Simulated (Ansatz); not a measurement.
**SiH4O2: geometry relaxation**

System: SiH4O2.
Method: RKS PBE-D4/6-31G (Ansatz 0.2.0).

It belongs to a series of runs on one base structure; here: start relaxed. Figures and captions count atoms from 1; the log counts them from 0 in places.

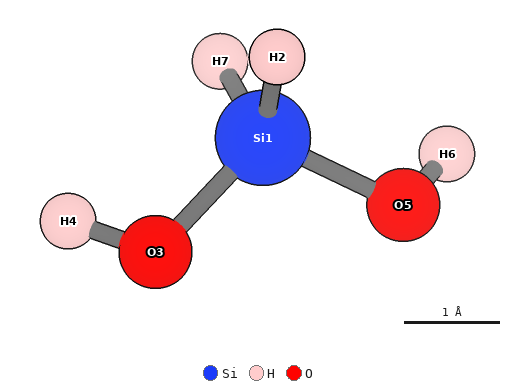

Figure 1. The starting structure (ball-and-stick view, seen at a tilt; atoms are numbered from 1 in the order of the input). Bond lengths as drawn: H–O 1.01 Å, H–Si 1.46 Å and O–Si 1.68 Å.

### The input
```yaml
crystal:
  periodic: [false, false, false]
  atoms:
    - { symbol: Si, position_ang: [0.0, 0.0, 0.0] }
    - { symbol: H, position_ang: [0.0, 0.0, 1.46] }
    - { symbol: O, position_ang: [1.5842, 0.0, -0.5594] }
    - { symbol: H, position_ang: [1.9006, -0.9521, -0.6761] }
    - { symbol: O, position_ang: [-0.7913, 1.3709, -0.5594] }
    - { symbol: H, position_ang: [-1.7491, 1.1401, -0.7818] }
    - { symbol: H, position_ang: [-0.6877, -1.1914, -0.4862] }
basis:
  gaussian: { orbitals: "6-31G" }
hamiltonian:
  xc: pbe
  dispersion: d4
relax:
  f_tol: 0.02
  max_steps: 40
output:
  orbitals: {}
```

Machine: 1 thread of Arm Neoverse V2, 24 GiB of memory available, shared host.

Run as:
```bash
ansatz run input.yaml --threads 1 --pin off --max-ram 2048MiB --backend cpu --events-out ev --progress --plain --runs-dir out
```

### Log
```
The last accepted step is kept in [file] (removed where the run ends without a failure and the disk answers)
Engine: ansatz 0.2.0, aarch64-unknown-linux-gnu
Functional definition: PBE
  parameter kappa = 0.804
  parameter beta = 0.06672455060314922
  exchange = pbe_x(kappa = kappa, mu = beta*pi^2/3)
  correlation = pbe_c(beta = beta)
468 factors; integrals over basis functions are off by at most 1.5e-4 eV
mean field evaluation 1: about -12016.5959 eV, gradient 7.3e1 eV
mean field evaluation 2: about -11964.3149 eV, gradient 1.7e2 eV
mean field evaluation 4: about -12026.2319 eV, gradient 2.9e0 eV
mean field evaluation 8: about -12026.2510 eV, gradient 7.1e-2 eV
mean field -12026.25102774 eV, -441.9565735838 hartree, gradient 1.4e-5 eV, S^2 0.000000; 0 other end points of the search recorded, 0 dependent functions left out
the calculation of the forces begins
reference -12026.25105974 eV, -441.9565747597 hartree; 17, 17 occupied and 22, 22 virtual orbitals, 468 factors
relax step   1: F+E_penalty+E_count = -12026.34394987 eV  Δ(F+E_penalty+E_count) = +0.000e0 eV  max|allowed force component| = 2.107e0 eV/Å  Δτ_max = 0.0000 Å  (23 SCF iters, accepted)
these checks for a lower state are left out or cut short: starts, cluster_reference, orbital_swaps, neighbouring_geometries, increment
468 factors; integrals over basis functions are off by at most 1.6e-4 eV
mean field evaluation 16: about -12026.4304 eV, gradient 4.8e0 eV
mean field -12026.52665544 eV, -441.9667027149 hartree, gradient 2.4e-5 eV, S^2 0.000000; 0 other end points of the search recorded, 0 dependent functions left out
the calculation of the forces begins
reference -12026.52668777 eV, -441.9667039031 hartree; 17, 17 occupied and 22, 22 virtual orbitals, 468 factors
relax step   2: F+E_penalty+E_count = -12026.61938992 eV  Δ(F+E_penalty+E_count) = -2.754e-1 eV  max|allowed force component| = 1.262e0 eV/Å  Δτ_max = 0.1161 Å  (24 SCF iters, accepted)
these checks for a lower state are left out or cut short: starts, cluster_reference, orbital_swaps, neighbouring_geometries, increment
468 factors; integrals over basis functions are off by at most 1.6e-4 eV
mean field -12026.64285581 eV, -441.9709729997 hartree, gradient 2.4e-5 eV, S^2 0.000000; 0 other end points of the search recorded, 0 dependent functions left out
the calculation of the forces begins
reference -12026.64288866 eV, -441.9709742070 hartree; 17, 17 occupied and 22, 22 virtual orbitals, 468 factors
relax step   3: F+E_penalty+E_count = -12026.73544090 eV  Δ(F+E_penalty+E_count) = -1.161e-1 eV  max|allowed force component| = 8.182e-1 eV/Å  Δτ_max = 0.1644 Å  (25 SCF iters, accepted)
these checks for a lower state are left out or cut short: starts, cluster_reference, orbital_swaps, neighbouring_geometries, increment
468 factors; integrals over basis functions are off by at most 1.6e-4 eV
mean field evaluation 32: about -12026.7556 eV, gradient 3.6e-3 eV
mean field -12026.74620058 eV, -441.9747708498 hartree, gradient 2.6e-5 eV, S^2 0.000000; 0 other end points of the search recorded, 0 dependent functions left out
the calculation of the forces begins
reference -12026.74623341 eV, -441.9747720565 hartree; 17, 17 occupied and 22, 22 virtual orbitals, 468 factors
relax step   4: F+E_penalty+E_count = -12026.83865641 eV  Δ(F+E_penalty+E_count) = -1.032e-1 eV  max|allowed force component| = 4.564e-1 eV/Å  Δτ_max = 0.2000 Å  (30 SCF iters, accepted)
these checks for a lower state are left out or cut short: starts, cluster_reference, orbital_swaps, neighbouring_geometries, increment
468 factors; integrals over basis functions are off by at most 1.6e-4 eV
mean field -12026.82901545 eV, -441.9778142403 hartree, gradient 2.6e-5 eV, S^2 0.000000; 0 other end points of the search recorded, 0 dependent functions left out
the calculation of the forces begins
reference -12026.82904834 eV, -441.9778154491 hartree; 17, 17 occupied and 22, 22 virtual orbitals, 468 factors
relax step   5: F+E_penalty+E_count = -12026.92080864 eV  Δ(F+E_penalty+E_count) = -8.215e-2 eV  max|allowed force component| = 1.698e-1 eV/Å  Δτ_max = 0.2000 Å  (30 SCF iters, accepted)
these checks for a lower state are left out or cut short: starts, cluster_reference, orbital_swaps, neighbouring_geometries, increment
468 factors; integrals over basis functions are off by at most 1.7e-4 eV
mean field -12026.84391030 eV, -441.9783616161 hartree, gradient 1.0e-5 eV, S^2 0.000000; 0 other end points of the search recorded, 0 dependent functions left out
the calculation of the forces begins
reference -12026.84394317 eV, -441.9783628237 hartree; 17, 17 occupied and 22, 22 virtual orbitals, 468 factors
relax step   6: F+E_penalty+E_count = -12026.93564509 eV  Δ(F+E_penalty+E_count) = -1.484e-2 eV  max|allowed force component| = 6.618e-2 eV/Å  Δτ_max = 0.1485 Å  (26 SCF iters, accepted)
these checks for a lower state are left out or cut short: starts, cluster_reference, orbital_swaps, neighbouring_geometries, increment
468 factors; integrals over basis functions are off by at most 1.7e-4 eV
mean field -12026.84514887 eV, -441.9784071324 hartree, gradient 2.6e-5 eV, S^2 0.000000; 0 other end points of the search recorded, 0 dependent functions left out
the calculation of the forces begins
reference -12026.84518170 eV, -441.9784083388 hartree; 17, 17 occupied and 22, 22 virtual orbitals, 468 factors
relax step   7: F+E_penalty+E_count = -12026.93693162 eV  Δ(F+E_penalty+E_count) = -1.287e-3 eV  max|allowed force component| = 2.499e-2 eV/Å  Δτ_max = 0.0330 Å  (25 SCF iters, accepted)
these checks for a lower state are left out or cut short: starts, cluster_reference, orbital_swaps, neighbouring_geometries, increment
468 factors; integrals over basis functions are off by at most 1.7e-4 eV
mean field evaluation 64: about -12026.8452 eV, gradient 5.7e-6 eV
mean field -12026.84519452 eV, -441.9784088101 hartree, gradient 6.5e-6 eV, S^2 0.000000; 0 other end points of the search recorded, 0 dependent functions left out
the calculation of the forces begins
reference -12026.84522737 eV, -441.9784100173 hartree; 17, 17 occupied and 22, 22 virtual orbitals, 468 factors
relax step   8: F+E_penalty+E_count = -12026.93695697 eV  Δ(F+E_penalty+E_count) = -2.535e-5 eV  max|allowed force component| = 2.809e-2 eV/Å  Δτ_max = 0.0049 Å  (21 SCF iters, accepted)
these checks for a lower state are left out or cut short: starts, cluster_reference, orbital_swaps, neighbouring_geometries, increment
468 factors; integrals over basis functions are off by at most 1.7e-4 eV
mean field -12026.84522696 eV, -441.9784100023 hartree, gradient 2.2e-5 eV, S^2 0.000000; 0 other end points of the search recorded, 0 dependent functions left out
the calculation of the forces begins
reference -12026.84525980 eV, -441.9784112091 hartree; 17, 17 occupied and 22, 22 virtual orbitals, 468 factors
relax step   9: F+E_penalty+E_count = -12026.93699546 eV  Δ(F+E_penalty+E_count) = -3.849e-5 eV  max|allowed force component| = 1.726e-3 eV/Å  Δτ_max = 0.0032 Å  (20 SCF iters, accepted)
```

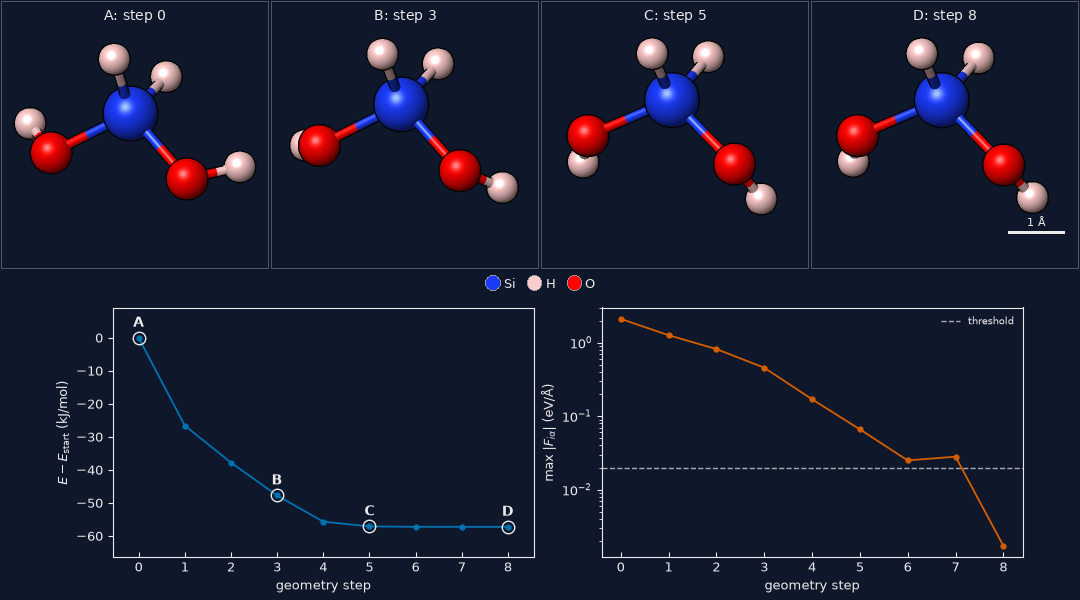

Figure 2. Frames of the relaxation (ball-and-stick view, seen at a tilt) above the curves, on which the letters mark them (the first geometry is step 0 here and step 1 in the log).

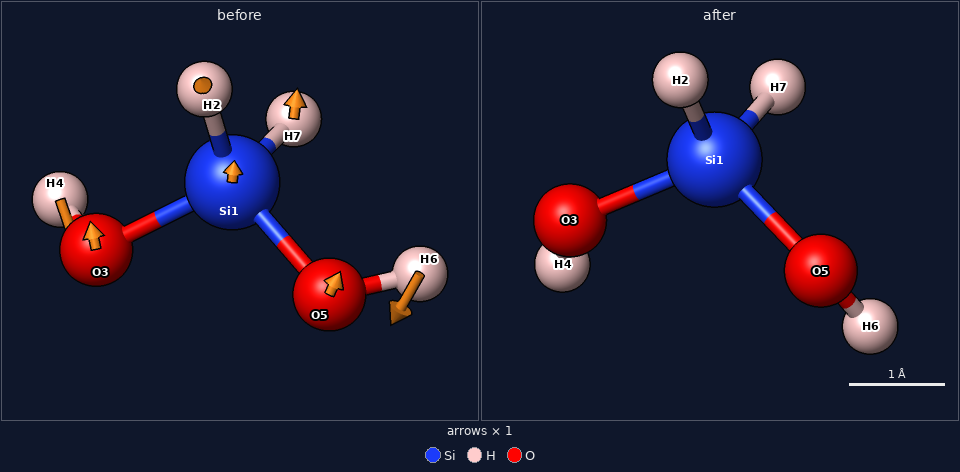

Figure 3. Before (left) and after (right) the relaxation, at one scale (ball-and-stick view, seen at a tilt). The orange arrows give the displacements, at true length. H4 moves most after the best rigid fit: 0.73 Å. By element the largest moves are H 0.73 Å, O 0.32 Å, Si 0.25 Å. Distances before and after: Si1–H7 1.459 → 1.527 Å, Si1–O3 1.680 → 1.738 Å, Si1–H2 1.460 → 1.495 Å, O3–H4 1.010 → 0.981 Å. Among the angles that change: Si1–O5–H6 109.5° → 121.5°, Si1–O3–H4 109.5° → 121.5°, O3–Si1–O5 109.5° → 115.5°. After 8 geometry steps the energy has fallen by 57.2 kJ/mol. Largest force component: 2.1 eV/Å at the start, 0.0017 eV/Å at the end. (Atoms are counted from 1 in the order of the input.)

```
468 factors; integrals over basis functions are off by at most 1.7e-4 eV
mean field -12026.84522696 eV, -441.9784100023 hartree, gradient 2.2e-5 eV, S^2 0.000000; 1 other end points of the search recorded, 0 dependent functions left out
the calculation of the forces begins
reference -12026.84525980 eV, -441.9784112091 hartree; 17, 17 occupied and 22, 22 virtual orbitals, 468 factors
Total energy: -12026.93702830 eV, -441.9817836394 hartree
Atom 0 at    -0.075996    -0.130287     0.191883 Å, force    -0.000028    -0.000726     0.000165 eV/Å
Atom 1 at     0.016240     0.074661     1.669480 Å, force    -0.000133    -0.000215    -0.000093 eV/Å
Atom 2 at     1.579913    -0.216204    -0.330554 Å, force     0.000641    -0.000815    -0.001726 eV/Å
Atom 3 at     1.817229    -0.504320    -1.238166 Å, force    -0.000326     0.000797     0.001602 eV/Å
Atom 4 at    -0.968435     1.250055    -0.374069 Å, force    -0.000660     0.000769    -0.001526 eV/Å
Atom 5 at    -1.310173     1.299083    -1.292687 Å, force     0.000407    -0.000528     0.001354 eV/Å
Atom 6 at    -0.802077    -1.405488    -0.228788 Å, force     0.000099     0.000718     0.000225 eV/Å
Dipole moment:    -0.177924    -0.327671    -0.575834 e Å
```

### Trajectory as extended XYZ (Å, eV, eV/Å), 9 frames, from step=1 to step=9
```
7
Properties=species:S:1:pos:R:3:forces:R:3 step=1 energy=-12026.34395
Si    0.0000    0.0000    0.0000   -0.1861  -0.3730   1.0622
H     0.0000    0.0000    1.4600    0.0041   0.0206   1.0716
O     1.5842    0.0000   -0.5594    1.8639  -1.3506  -0.6914
H     1.9006   -0.9521   -0.6761    0.1938   1.1177  -0.1557
O    -0.7913    1.3709   -0.5594   -2.1066   0.9013  -0.8149
H    -1.7491    1.1401   -0.7818    0.8706   0.7597  -0.0594
H    -0.6877   -1.1914   -0.4862   -0.6398  -1.0757  -0.4124
7
Properties=species:S:1:pos:R:3:forces:R:3 step=2 energy=-12026.61939
Si   -0.0119   -0.0201    0.0453   -0.1776  -0.3324   0.5901
H    -0.0024   -0.0069    1.5445    0.0343   0.0752   0.2462
O     1.5944   -0.0066   -0.5501    0.8543  -0.8727  -0.3402
H     1.9445   -0.9173   -0.7689    0.0216   0.7575  -0.0314
O    -0.8091    1.3772   -0.5398   -1.2617   0.2727  -0.4454
H    -1.7317    1.1921   -0.8841    0.7277   0.4342   0.0777
H    -0.7271   -1.2510   -0.4498   -0.1986  -0.3346  -0.0971
7
Properties=species:S:1:pos:R:3:forces:R:3 step=3 energy=-12026.73544
Si   -0.0388   -0.0644    0.0993    0.0798   0.1104  -0.0029
H     0.0025    0.0008    1.6106    0.0135   0.0451  -0.0977
O     1.5901   -0.0143   -0.5195    0.0956  -0.5596  -0.0320
H     1.9687   -0.8509   -0.8933   -0.1059   0.4190   0.0463
O    -0.8323    1.3720   -0.4835   -0.8182  -0.2377  -0.2442
H    -1.6637    1.2446   -1.0244    0.7024   0.1849   0.2811
H    -0.7699   -1.3202   -0.3920    0.0327   0.0379   0.0493
7
Properties=species:S:1:pos:R:3:forces:R:3 step=4 energy=-12026.83866
Si   -0.0524   -0.0863    0.1370    0.0139  -0.0075   0.2462
H    -0.0005    0.0358    1.6340    0.0122   0.0138  -0.0420
O     1.5835   -0.0602   -0.4253    0.2606  -0.4137  -0.1123
H     1.8990   -0.7513   -1.0521   -0.0271   0.2259   0.0114
O    -0.8793    1.3292   -0.4083   -0.4564   0.0180  -0.1050
H    -1.5237    1.2539   -1.1478    0.1559   0.1260  -0.0147
H    -0.7700   -1.3535   -0.3404    0.0408   0.0375   0.0164
7
Properties=species:S:1:pos:R:3:forces:R:3 step=5 energy=-12026.92081
Si   -0.0552   -0.0904    0.1824   -0.0331  -0.1086  -0.0051
H     0.0011    0.0532    1.6721    0.0428   0.0786  -0.0567
O     1.6018   -0.1602   -0.3500   -0.0075  -0.1175  -0.0898
H     1.8210   -0.6286   -1.1895   -0.0138   0.1480   0.1161
O    -0.9647    1.2859   -0.3680   -0.1038  -0.0340  -0.1549
H    -1.3892    1.2685   -1.2586    0.1277   0.0545   0.1698
H    -0.7582   -1.3609   -0.2913   -0.0123  -0.0210   0.0207
7
Properties=species:S:1:pos:R:3:forces:R:3 step=6 energy=-12026.93564
Si   -0.0795   -0.1351    0.1903   -0.0367  -0.0662   0.0331
H     0.0136    0.0757    1.6655    0.0093   0.0106   0.0282
O     1.5731   -0.2197   -0.3356    0.0409   0.0276  -0.0070
H     1.8189   -0.4911   -1.2455   -0.0125  -0.0140  -0.0055
O    -0.9833    1.2362   -0.3714    0.0066   0.0523  -0.0103
H    -1.2848    1.3222   -1.3005   -0.0113  -0.0215  -0.0088
H    -0.8013   -1.4206   -0.2058    0.0037   0.0111  -0.0296
7
Properties=species:S:1:pos:R:3:forces:R:3 step=7 energy=-12026.93693
Si   -0.0757   -0.1289    0.1911   -0.0040  -0.0100   0.0250
H     0.0147    0.0735    1.6697    0.0020   0.0023  -0.0088
O     1.5800   -0.2103   -0.3330   -0.0021  -0.0055  -0.0006
H     1.8155   -0.5110   -1.2369    0.0051   0.0028  -0.0036
O    -0.9711    1.2507   -0.3719    0.0010  -0.0051  -0.0035
H    -1.3076    1.2997   -1.2924   -0.0063   0.0080  -0.0058
H    -0.7990   -1.4063   -0.2294    0.0042   0.0075  -0.0028
7
Properties=species:S:1:pos:R:3:forces:R:3 step=8 energy=-12026.93696
Si   -0.0762   -0.1303    0.1928    0.0003   0.0051  -0.0281
H     0.0158    0.0745    1.6703    0.0012   0.0025   0.0009
O     1.5791   -0.2144   -0.3323    0.0020   0.0002   0.0065
H     1.8176   -0.5068   -1.2382   -0.0080   0.0025   0.0052
O    -0.9706    1.2487   -0.3737    0.0022   0.0019   0.0061
H    -1.3087    1.3018   -1.2934    0.0049  -0.0077   0.0067
H    -0.8003   -1.4061   -0.2284   -0.0026  -0.0045   0.0027
7
Properties=species:S:1:pos:R:3:forces:R:3 step=9 energy=-12026.93700
Si   -0.0760   -0.1303    0.1919    0.0000  -0.0007   0.0002
H     0.0162    0.0747    1.6695   -0.0001  -0.0002  -0.0001
O     1.5799   -0.2162   -0.3306    0.0006  -0.0008  -0.0017
H     1.8172   -0.5043   -1.2382   -0.0003   0.0008   0.0016
O    -0.9684    1.2501   -0.3741   -0.0007   0.0008  -0.0015
H    -1.3102    1.2991   -1.2927    0.0004  -0.0005   0.0014
H    -0.8021   -1.4055   -0.2288    0.0001   0.0007   0.0002
```

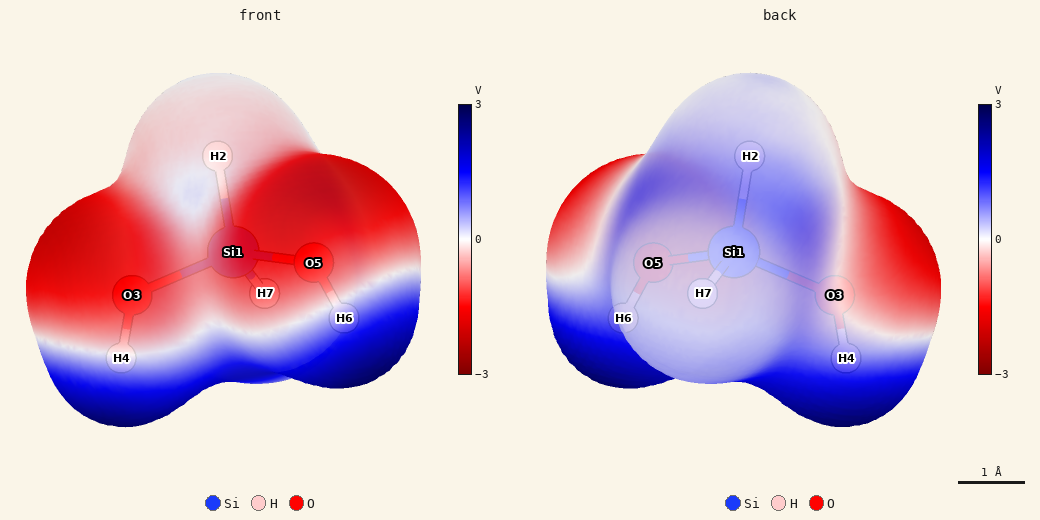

Figure 4. The electrostatic potential painted on the density surface at 0.002 e/bohr³, seen at a tilt and from behind; red is negative and blue positive.

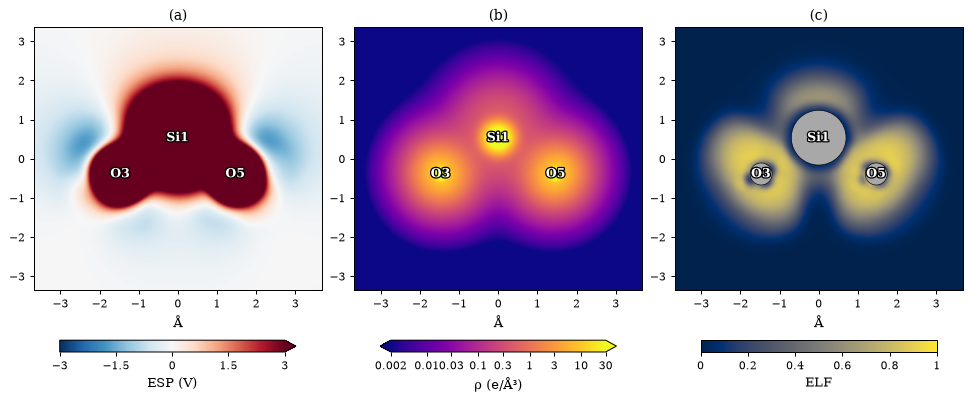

Figure 5. (a) electrostatic potential; (b) total electron density; (c) ELF on the plane of atoms O3, Si1 and O5. Grey discs, where drawn, cover atomic cores. Atoms in the plane: Si and O. Si–O (1.74 Å): ρ at the midpoint is about 0.81 e/Å³; the ELF peaks at about 0.85 between the atoms, which marks a polar covalent bond.

### Key numbers

```csv
quantity,value
outcome,converged
total energy,−12026.9370 eV
mean-field energy,−12026.8453 eV
largest force (length of the vector) at the end,0.002 eV/Å
wall time,11 s
peak memory,0.1 GiB
```
